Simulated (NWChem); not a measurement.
**BH3F− (SMILES [BH3-]F) at 5 levels**

We compute a comparison of 5 runs (HF/STO-3G, HF/3-21G, B3LYP/6-31G*, PBE0/def2-SVP, MP2/6-311G**) of BH3F−. 

The results are computed with NWChem 7.3.0.

### Step 1. The system as given

The species is BH3F− (5 atoms), meant as a singlet with charge -1. As SMILES, `[BH3-]F`. Geometry: relaxed at GFN2-xTB.

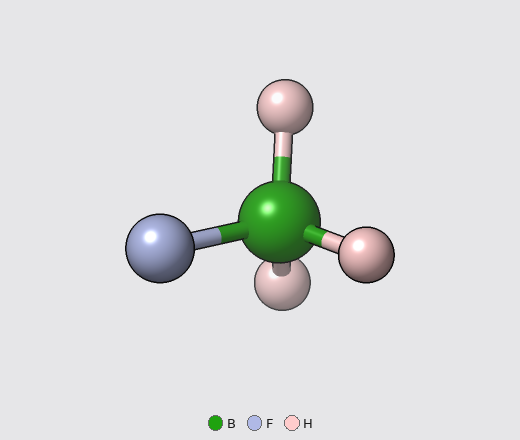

Viewed from a chosen angle; boron green, fluorine light blue, hydrogen pink.

### Step 2. Energy and gradient at HF/STO-3G (run 1)

The input, test.nw:

```
start test
title "BFH3"
memory total 2200 mb
charge -1

geometry noautosym nocenter noautoz
B    -0.035750    0.029280   -0.033890
F     0.855550   -0.717910    0.826970
H    -1.067340    0.264210    0.588100
H    -0.274560   -0.651290   -1.027540
H     0.522090    1.075700   -0.353640
end

basis spherical bse
* library STO-3G
end

scf
thresh 1e-08
maxiter 80
end

task scf gradient
```

On the command line:

```bash
nwchem test.nw > test.out
```

The log of the run:

```text
[...]
  functions       =    13
[...]
  wavefunction    = RHF
[...]
         Total SCF energy =   -124.045737898255
      One-electron energy =   -239.771554404963
      Two-electron energy =     85.441190764880
 Nuclear repulsion energy =     30.284625741828
        Time for solution =      0.1s
[...]
                         RHF ENERGY GRADIENTS
    atom               coordinates                        gradient
                 x          y          z           x          y          z
   1 B      -0.067558   0.055331  -0.064043   -0.013188   0.010349  -0.012000
   2 F       1.616755  -1.356653   1.562747    0.012981  -0.010856   0.012520
   3 H      -2.016980   0.499285   1.111348   -0.015069   0.000825   0.016243
   4 H      -0.518843  -1.230760  -1.941769    0.000057  -0.016758  -0.014847
   5 H       0.986607   2.032778  -0.668283    0.015219   0.016441  -0.001915
[...]
```

It took 0.6 s on 1 thread of AMD EPYC 9R45 (Zen 5), shared host; peak memory 0.1 GiB.

### Step 3. Energy and gradient at HF/3-21G (run 2)

The input, sp.nw:

```
start sp
memory stack 880 mb heap 220 mb global 1100 mb
charge -1

geometry noautosym nocenter noautoz
 B       -0.035750       0.029280      -0.033890
 F        0.855550      -0.717910       0.826970
 H       -1.067340       0.264210       0.588100
 H       -0.274560      -0.651290      -1.027540
 H        0.522090       1.075700      -0.353640
end

basis spherical bse
 * library 3-21G
end

scf
 nopen 0
 rhf
 thresh 1e-08
 maxiter 80
 print medium
end

task scf gradient
```

On the command line:

```bash
nwchem sp.nw > sp.out
```

The log of the run:

```text
[...]
  functions       =    24
[...]
  wavefunction    = RHF
[...]
         Total SCF energy =   -125.207322484590
      One-electron energy =   -238.782511146923
      Two-electron energy =     83.290562920505
 Nuclear repulsion energy =     30.284625741828
        Time for solution =      0.1s
[...]
                         RHF ENERGY GRADIENTS
    atom               coordinates                        gradient
                 x          y          z           x          y          z
   1 B      -0.067558   0.055331  -0.064043   -0.012209   0.009800  -0.011313
   2 F       1.616755  -1.356653   1.562747   -0.007050   0.005938  -0.006830
   3 H      -2.016980   0.499285   1.111348    0.009576  -0.005396   0.002771
   4 H      -0.518843  -1.230760  -1.941769    0.006416  -0.001857   0.008990
   5 H       0.986607   2.032778  -0.668283    0.003267  -0.008485   0.006381
[...]
```

It took 0.62 s on 1 thread of AMD EPYC 9R45 (Zen 5), shared host; peak memory 0.1 GiB.

Runs 3 to 4 aren't shown in full; the table further down has their settings and results.

### Step 4. Energy and forces at MP2/6-311G(d,p) (run 5)

The input, run.py:

```python
from ase import Atoms
from ase.calculators.nwchem import NWChem

atoms = Atoms(['B', 'F', 'H', 'H', 'H'], positions=[
    [-0.035750, 0.029280, -0.033890],
    [0.855550, -0.717910, 0.826970],
    [-1.067340, 0.264210, 0.588100],
    [-0.274560, -0.651290, -1.027540],
    [0.522090, 1.075700, -0.353640],
])

calc = NWChem(
    label='bfh3',
    theory='mp2',
    memory='2200 mb',
    basis='6-311G**',
    basispar='spherical bse',
    charge=-1,
    scf={'nopen': '0', 'rhf': None, 'thresh': '1e-08', 'maxiter': '80'},
    mp2={'freeze': 'core 2', 'tight': None},
)
atoms.calc = calc

forces = atoms.get_forces()
print(f"energy = {atoms.get_potential_energy():.6f} eV")
print("forces (eV/A):")
for s, f in zip(atoms.symbols, forces):
    print(f"{s:2s} {f[0]:10.5f} {f[1]:10.5f} {f[2]:10.5f}")
```

On the command line:

```bash
export ASE_NWCHEM_COMMAND="nwchem PREFIX.nwi > PREFIX.nwo"
python run.py
```

The log of the run:

```text
energy = -3435.730140 eV
forces (eV/A):
B     0.36011   -0.28046    0.32411
F     0.30761   -0.25896    0.29789
H    -0.38381    0.18743   -0.03970
H    -0.22240    0.00648   -0.35785
H    -0.06150    0.34550   -0.22446
```

The calculator wrote bfh3.nwi:

```
title "bfh3"

permanent_dir bfh3

scratch_dir bfh3

start bfh3

geometry units angstrom nocenter noautosym noautoz
  B  -3.5749999999999997e-02 2.9280000000000000e-02 -3.3890000000000003e-02
  F  8.5555000000000003e-01 -7.1791000000000005e-01 8.2696999999999998e-01
  H  -1.0673400000000000e+00 2.6421000000000000e-01 5.8809999999999996e-01
  H  -2.7456000000000003e-01 -6.5129000000000004e-01 -1.0275399999999999e+00
  H  5.2209000000000005e-01 1.0757000000000001e+00 -3.5364000000000001e-01
end

charge -1

memory 2200 mb

basis spherical bse noprint
   * library 6-311G**
end

scf
  nopen 0
  rhf
  thresh 1e-08
  maxiter 80
end
mp2
  freeze core 2
  tight
end

task mp2 gradient
```

bfh3.nwo:

```text
Northwest Computational Chemistry Package (NWChem) 7.3.0
             --------------------------------------------------------

           Job information
           ---------------

    nwchem branch   = 7.3.0
    use scalapack   = T
    input           = bfh3.nwi
    prefix          = bfh3.
    data base       = bfh3/bfh3.db
    status          = startup
    nproc           =        1

           Memory information
           ------------------

    heap     =     72089596 doubles =      550.0 Mbytes
    stack    =     72089601 doubles =      550.0 Mbytes
    global   =    144179200 doubles =     1100.0 Mbytes (distinct from heap & stack)
    total    =    288358397 doubles =     2200.0 Mbytes
    verify   = yes
    hardfail = no

[... 119 lines left out ...]
 1-e energy   =    -246.533708
[... 9 lines left out ...]
 Convergence threshold     :          1.000E-08
[... 16 lines left out ...]
         Total SCF energy =   -125.927519760263
[... 2 lines left out ...]
 Nuclear repulsion energy =     30.284625741828
[... 282 lines left out ...]
 CPHF converged to   7.1D-07 in    8 iters
[... 69 lines left out ...]
  MP2 natural orbitals output to bfh3/bfh3.mp2nos
[... 3 lines left out ...]
    atom               coordinates                        gradient
                 x          y          z           x          y          z
   1 B      -0.067558   0.055331  -0.064043   -0.007003   0.005454  -0.006303
   2 F       1.616755  -1.356653   1.562747   -0.005982   0.005036  -0.005793
   3 H      -2.016980   0.499285   1.111348    0.007464  -0.003645   0.000772
   4 H      -0.518843  -1.230760  -1.941769    0.004325  -0.000126   0.006959
   5 H       0.986607   2.032778  -0.668283    0.001196  -0.006719   0.004365

                 ----------------------------------------
                 |  Time  |  1-e(secs)   |  2-e(secs)   |
                 ----------------------------------------
                 |  CPU   |       0.00   |       0.41   |
                 ----------------------------------------
                 |  WALL  |       0.00   |       0.41   |
                 ----------------------------------------
 -----------------------
 Task  times  cpu:        2.9s     wall:        2.9s
 Total times  cpu:        2.9s     wall:        2.9s
```

It took 3.9 s on 1 thread of AMD EPYC 9R45 (Zen 5), shared host; peak memory 0.12 GiB.

### Step 5. All runs side by side

```
run                               level  iteration cap  module  energy (Eh)  HOMO energy (eV)  LUMO energy (eV)  HOMO–LUMO gap (eV)  wall time
  1                           HF/STO-3G             80     scf  -124.045738             -0.87             26.58               27.45      0.6 s
  2                            HF/3-21G             80     scf  -125.207322             -4.45             14.24               18.69     0.62 s
  3  B3LYP/6-31G* (spherical functions)            100     dft  -126.536703             -0.38             10.18               10.56      3.3 s
  4                       PBE0/def2-SVP            100     dft  -126.307110             -0.99              9.12               10.11      3.6 s
  5                        MP2/6-311G**             80     mp2  -126.260755             -4.96             10.71               15.67      3.9 s
```

### Step 6. Summary of results

| quantity | value |
| --- | --- |
| run 5: total energy | -126.26075 Eh |
| run 5: HOMO energy (Hartree–Fock orbitals) | -4.96 eV |
| run 5: LUMO energy (Hartree–Fock orbitals) | 10.71 eV |
| run 5: HOMO–LUMO gap (to an unbound level, set by the basis) | 15.67 eV |
| run 5: correlation energy (2 core orbitals frozen) | -333.2 mEh |
| run 5: largest force on an atom | 0.560 eV/Å |

What this shows: Over runs 1, 2, 3, 4 the HOMO–LUMO gap runs from 10.11 eV (PBE0/def2-SVP) to 27.45 eV (HF/STO-3G). The two ends differ in method and basis. The empty levels of an anion lie above zero and hang on the basis. Totals of different functionals can't be ranked against each other. In run 1 the basis is minimal, so the values are rough. All runs together took 12 s, the longest 3.9 s.
